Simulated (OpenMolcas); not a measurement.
AlH2SO: excited-state calculation (part 3 of 4)

The same run, continued: AlH2SO, multiplicity 2, SMILES [OH][Al][SH]; MC-PDFT (ftBLYP)/ANO-L-VDZP (OpenMolcas 26.06). The geometry comes from this level: GFN2-xTB.

Geometry of the input (Å):
```
O  -1.1260  -0.8479  -0.0194
Al 0.5058  -0.8964  -0.2213
S  1.8675  0.8997  -0.0542
H  -2.0672  -0.8333  0.1048
H  0.8199  1.6780  0.1901
```

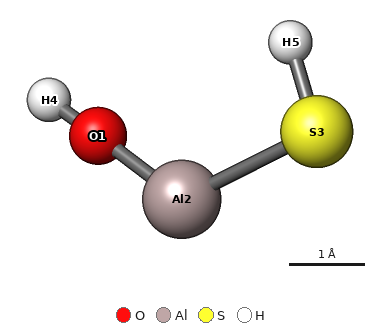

Fig. 1: The input geometry (ball-and-stick view, seen at a tilt; atoms are numbered from 1 in the order of the input). Sticks mark near contacts.

## What the program printed, continued
```
++    Natural Bond Order analysis
      ---------------------------
      Based on LoProp computed density
      -------------------------------------------------------------------------------------
      Atom A       Atom B       Bond Order
      -------------------------------------------------------------------------------------
      NBO located      1.000 non-bonded electrons on atom O1
      NBO located      0.998 non-bonded electrons on atom O1
      NBO located      0.992 non-bonded electrons on atom O1
      NBO located      0.916 non-bonded electrons on atom AL2
      NBO located      0.985 non-bonded electrons on atom AL2
      NBO located      1.000 non-bonded electrons on atom AL2
      NBO located      0.999 non-bonded electrons on atom AL2
      NBO located      0.999 non-bonded electrons on atom AL2
      NBO located      0.996 non-bonded electrons on atom AL2
      NBO located      0.995 non-bonded electrons on atom S3
      NBO located      1.000 non-bonded electrons on atom S3
      NBO located      1.000 non-bonded electrons on atom S3
      NBO located      1.000 non-bonded electrons on atom S3
      NBO located      1.000 non-bonded electrons on atom S3
      The remaining    6.382 electrons are to be considered as diffuse
--

--

      Von Neumann Entropy (Root   6) =  1.44845

      Mulliken population analysis for root number:  6
      -----------------------------------------------

++    Molecular charges:
      ------------------

      Mulliken charges per centre
      ---------------------------

                O1      AL2     S3      H4      H5
      Total    8.6731 12.8422 15.5480  0.9960  0.9407

      N-E     -0.6731  0.1578  0.4520  0.0040  0.0593

      Total electronic charge=   39.000000

      Total            charge=   -0.000000
--

      Expectation values of various properties for root number:  6
      -----------------------------------------------------------

++    Molecular properties:
      ---------------------

      Charge (e):
                      =   -0.0000
      Dipole Moment (debye):
      Origin of the operator (angstrom)=    0.7028   -0.1057   -0.1003
                   X=  7.1534E-01               Y=  5.4509E+00               Z= -1.0719E+00           Total=  5.6012E+00
      Quadrupole Moment (debye*angstrom):
      Origin of the operator (angstrom)=    0.7028   -0.1057   -0.1003
                  XX= -2.9900E+01              XY=  2.3164E+00              XZ= -2.1607E+00              YY= -3.6348E+01
                  YZ=  3.5435E+00              ZZ= -4.0147E+01
      In traceless form (debye*angstrom)
                  XX=  8.3481E+00              XY=  3.4745E+00              XZ= -3.2410E+00              YY= -1.3251E+00
                  YZ=  5.3153E+00              ZZ= -7.0230E+00
--

      Mulliken spin population analysis for root number:  6
      ---------------------------------------------------

++    Molecular charges:
      ------------------

      Mulliken spin population per centre
      ---------------------------

                O1      AL2     S3      H4      H5
      Total    0.0015  0.1227  0.8563  0.0047  0.0149

      Total electronic spin=    1.000000
--

      LoProp population analysis for root number:  6
      -----------------------------------------------

++    LoProp analysis:
      ----------------

++    Static properties:
      ------------------

      LoProp Charges per center

                   O1       AL2      S3       H4       H5
      Nuclear      8.0000  13.0000  16.0000   1.0000   1.0000
      Electronic  -8.9158 -12.7959 -15.7513  -0.6391  -0.8978

      Total       -0.9158   0.2041   0.2487   0.3609   0.1022
--

      Natural Bond Order analysis for root number:  6

++    Natural Bond Order analysis
      ---------------------------
      Based on LoProp computed density
      -------------------------------------------------------------------------------------
      Atom A       Atom B       Bond Order
      -------------------------------------------------------------------------------------
      NBO located      0.999 non-bonded electrons on atom O1
      NBO located      0.994 non-bonded electrons on atom O1
      NBO located      0.985 non-bonded electrons on atom O1
      NBO located      0.953 non-bonded electrons on atom AL2
      NBO located      0.986 non-bonded electrons on atom AL2
      NBO located      0.996 non-bonded electrons on atom AL2
      NBO located      1.000 non-bonded electrons on atom AL2
      NBO located      0.999 non-bonded electrons on atom AL2
      NBO located      0.999 non-bonded electrons on atom AL2
      NBO located      0.917 non-bonded electrons on atom S3
      NBO located      0.995 non-bonded electrons on atom S3
      NBO located      1.000 non-bonded electrons on atom S3
      NBO located      1.000 non-bonded electrons on atom S3
      NBO located      1.000 non-bonded electrons on atom S3
      NBO located      0.999 non-bonded electrons on atom S3
      The remaining    5.482 electrons are to be considered as diffuse
--

--

      Average orbitals are written to the RASORB file
      Natural orbitals for root   1 are written to the RASORB.1 file
      Natural orbitals for root   2 are written to the RASORB.2 file
      Natural orbitals for root   3 are written to the RASORB.3 file
      Natural orbitals for root   4 are written to the RASORB.4 file
      Natural orbitals for root   5 are written to the RASORB.5 file
      Natural orbitals for root   6 are written to the RASORB.6 file
      Spin density orbitals for root   1 are written to the SPDORB.1 file
      Spin density orbitals for root   2 are written to the SPDORB.2 file
      Spin density orbitals for root   3 are written to the SPDORB.3 file
      Spin density orbitals for root   4 are written to the SPDORB.4 file
      Spin density orbitals for root   5 are written to the SPDORB.5 file
      Spin density orbitals for root   6 are written to the SPDORB.6 file

--- Stop Module: rasscf /rc=_RC_ALL_IS_WELL_ ---
           step5.LoProp.molden step5.RasOrb step5.RasOrb.1 step5.RasOrb.2 step5.RasOrb.3 step5.RasOrb.4 step5.RasOrb.5 step5.RasOrb.6 step5.rasscf.h5 step5.SpdOrb.1 step5.SpdOrb.2
           step5.SpdOrb.3 step5.SpdOrb.4 step5.SpdOrb.5 step5.SpdOrb.6 xmldump
--- Module rasscf spent 2 seconds ---

--- Start Module: mcpdft ---

                                              &MCPDFT

                       available to each process: 1.9 GB of memory, 1 thread

 ###############################################################################
 ###    WARNING: Deprecation warning: KSDF should be replaced                ###
 ###    with FUNC keyword                                                    ###
 ###############################################################################

++    Wave function specifications:
      -----------------------------

      Number of closed shell electrons          34
      Number of electrons in active shells       5
      Max number of holes in RAS1 space          0
      Max nr of electrons in RAS3 space          0
      Number of inactive orbitals               17
      Number of active orbitals                  4
      Number of secondary orbitals              39
      Spin quantum number                      0.5
      State symmetry                             1
      Number of CSFs                            20
      Number of RASSCF root(s) available         6
--

++    Orbital specifications:
      -----------------------

      Symmetry species                           1
                                                 a
      Frozen orbitals                            0
      Inactive orbitals                         17
      Active orbitals                            4
      RAS1 orbitals                              0
      RAS2 orbitals                              4
      RAS3 orbitals                              0
      Secondary orbitals                        39
      Deleted orbitals                           0
      Number of basis functions                 60
--

++    MCPDFT specifications:
      ----------------------

      Cholesky decomposition                     On
      Type of calculation                        MC-PDFT
      On-Top Functional                          FT:BLYP
      Exchange scaling factor                    1.00
      Correlation scaling factor                 1.00
      Wave function energy weight                0.00
--

      Numerical integration parameters
      --------------------------------
      Radial quadrature type:                         MHL
      Size of radial grid:                            99
      Lebedev angular grid:                           41
      Angular grid pruned with the crowding factor:  1.00E+10
                                 and fading factor:  1.00E+01
      Screening threshold for integral computation:   1.00E-11
      Radial quadrature accuracy:                     1.00E-25
      Maximum batch size:                             128
      AO values are stored on disk

++    DFT functional specifications:
      ------------------------------
      Using Libxc version: 6.2.2
      Please cite the following reference:
      S. Lehtola, C. Steigemann, M. J.T. Oliveira, and M. A.L. Marques.,  SoftwareX 7, 1–5 (2018) doi:10.1016/j.softx.2017.11.002

      * Becke 88
        - A. D. Becke.,  Phys. Rev. A 38, 3098 (1988) doi:10.1103/PhysRevA.38.3098
      * Lee, Yang & Parr
        - C. Lee, W. Yang, and R. G. Parr.,  Phys. Rev. B 37, 785 (1988) doi:10.1103/PhysRevB.37.785
        - B. Miehlich, A. Savin, H. Stoll, and H. Preuss.,  Chem. Phys. Lett. 157, 200 (1989) doi:10.1016/0009-2614(89)87234-3
--
   File JOBOLD not found -- use JOBIPH.
      The MO-coefficients are taken from the file:
      JOBIPH
 Reference MC-SCF energies taken from JOBIPH

++    MC-PDFT RESULTS, STATE 0001
      ---------------------------

      MCSCF reference energy                                             -715.57042782

      Integrated total density:                                                 39.000
      Integrated alpha density before functional transformation:                20.000
      Integrated  beta density before functional transformation:                19.000
      Integrated alpha density  after functional transformation:                22.445
      Integrated  beta density  after functional transformation:                16.555
      Integrated alpha tau     before functional transformation:                 0.000
      Integrated  beta tau     before functional transformation:                 0.000
      Integrated alpha tau      after functional transformation:                 0.000
      Integrated  beta tau      after functional transformation:                 0.000
      NOTE:
      Densities after transformation are intermediate quantities
      and should not be interpreted as real spin densities

      Exchange energy scaling factor                                          1.000000
      Correlation energy scaling factor                                       1.000000

      Integrated alpha exchange energy                                      -30.754265
      Integrated beta  exchange energy                                      -21.705730
      Integrated  correlation   energy                                       -1.501889

      Nuclear Repulsion energy                                            121.23548808
      CASSCF contribution energy                                         -663.30964714
      On-top energy                                                       -53.96188389

      Total MCPDFT energy for state   1                                  -717.27153103
--

++    MC-PDFT RESULTS, STATE 0002
      ---------------------------

      MCSCF reference energy                                             -715.46455713

      Integrated total density:                                                 39.000
      Integrated alpha density before functional transformation:                20.000
      Integrated  beta density before functional transformation:                19.000
      Integrated alpha density  after functional transformation:                22.483
      Integrated  beta density  after functional transformation:                16.517
      Integrated alpha tau     before functional transformation:                 0.000
      Integrated  beta tau     before functional transformation:                 0.000
      Integrated alpha tau      after functional transformation:                 0.000
      Integrated  beta tau      after functional transformation:                 0.000
      NOTE:
      Densities after transformation are intermediate quantities
      and should not be interpreted as real spin densities

      Exchange energy scaling factor                                          1.000000
      Correlation energy scaling factor                                       1.000000

      Integrated alpha exchange energy                                      -30.719155
      Integrated beta  exchange energy                                      -21.653246
      Integrated  correlation   energy                                       -1.496714

      Nuclear Repulsion energy                                            121.23548808
      CASSCF contribution energy                                         -663.30246428
      On-top energy                                                       -53.86911513

      Total MCPDFT energy for state   2                                  -717.17157941
--

++    MC-PDFT RESULTS, STATE 0003
      ---------------------------

      MCSCF reference energy                                             -715.44802040

      Integrated total density:                                                 39.000
      Integrated alpha density before functional transformation:                20.000
      Integrated  beta density before functional transformation:                19.000
      Integrated alpha density  after functional transformation:                22.429
      Integrated  beta density  after functional transformation:                16.571
      Integrated alpha tau     before functional transformation:                 0.000
      Integrated  beta tau     before functional transformation:                 0.000
      Integrated alpha tau      after functional transformation:                 0.000
      Integrated  beta tau      after functional transformation:                 0.000
      NOTE:
      Densities after transformation are intermediate quantities
      and should not be interpreted as real spin densities

      Exchange energy scaling factor                                          1.000000
      Correlation energy scaling factor                                       1.000000

      Integrated alpha exchange energy                                      -30.705637
      Integrated beta  exchange energy                                      -21.663305
      Integrated  correlation   energy                                       -1.499894

      Nuclear Repulsion energy                                            121.23548808
      CASSCF contribution energy                                         -663.29236218
      On-top energy                                                       -53.86883637

      Total MCPDFT energy for state   3                                  -717.16119855
--

++    MC-PDFT RESULTS, STATE 0004
      ---------------------------

      MCSCF reference energy                                             -715.40506734

      Integrated total density:                                                 39.000
      Integrated alpha density before functional transformation:                20.000
      Integrated  beta density before functional transformation:                19.000
      Integrated alpha density  after functional transformation:                22.732
      Integrated  beta density  after functional transformation:                16.268
      Integrated alpha tau     before functional transformation:                 0.000
      Integrated  beta tau     before functional transformation:                 0.000
      Integrated alpha tau      after functional transformation:                 0.000
      Integrated  beta tau      after functional transformation:                 0.000
      NOTE:
      Densities after transformation are intermediate quantities
      and should not be interpreted as real spin densities

      Exchange energy scaling factor                                          1.000000
      Correlation energy scaling factor                                       1.000000

      Integrated alpha exchange energy                                      -30.765247
      Integrated beta  exchange energy                                      -21.580865
      Integrated  correlation   energy                                       -1.489000

      Nuclear Repulsion energy                                            121.23548808
      CASSCF contribution energy                                         -663.24570689
      On-top energy                                                       -53.83511175

      Total MCPDFT energy for state   4                                  -717.08081864
--

++    MC-PDFT RESULTS, STATE 0005
      ---------------------------

      MCSCF reference energy                                             -715.35703338

      Integrated total density:                                                 39.000
      Integrated alpha density before functional transformation:                20.000
      Integrated  beta density before functional transformation:                19.000
      Integrated alpha density  after functional transformation:                22.468
      Integrated  beta density  after functional transformation:                16.532
      Integrated alpha tau     before functional transformation:                 0.000
      Integrated  beta tau     before functional transformation:                 0.000
      Integrated alpha tau      after functional transformation:                 0.000
      Integrated  beta tau      after functional transformation:                 0.000
      NOTE:
      Densities after transformation are intermediate quantities
      and should not be interpreted as real spin densities
```
